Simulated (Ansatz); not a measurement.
```xyz
5

Al    0.2806    0.2646   -0.0599
Cl    2.3390    0.4246   -0.2118
Cl   -0.9107    1.9577   -0.2604
O    -0.3841   -1.2483    0.2251
H    -1.3249   -1.3986    0.3070
```

Geometry: PBE0-D4/def2-TZVP.

Theory: Ansatz, RKS PBE0-D4/def2-TZVP.

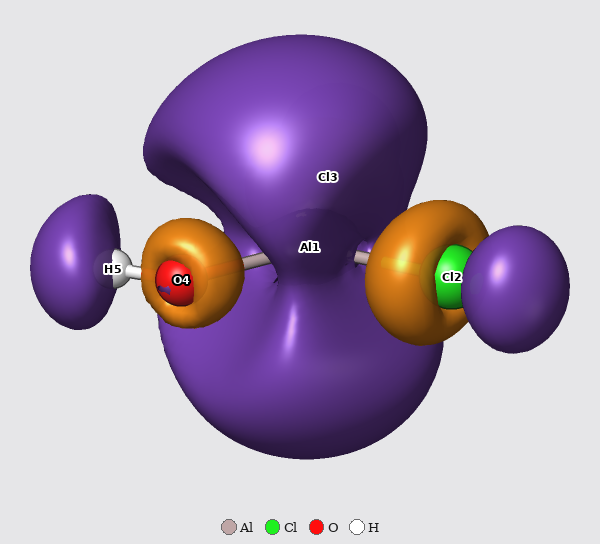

AlCl₂HO. One frontier orbital at ±0.08 Å⁻³ᐟ² (orange and purple are the two phases), seen at an oblique angle.

Which orbital is it: HOMO or LUMO?

The LUMO, at −0.97 eV. Its weight (Hirshfeld) is mainly on Al1 (about 55 %), Cl3 (about 15 %), Cl2 (about 15 %), O4 (about 10 %) and H5 (about 5 %); it is symmetric in the molecular plane (an in-plane orbital: σ, lone-pair or in-plane π type).
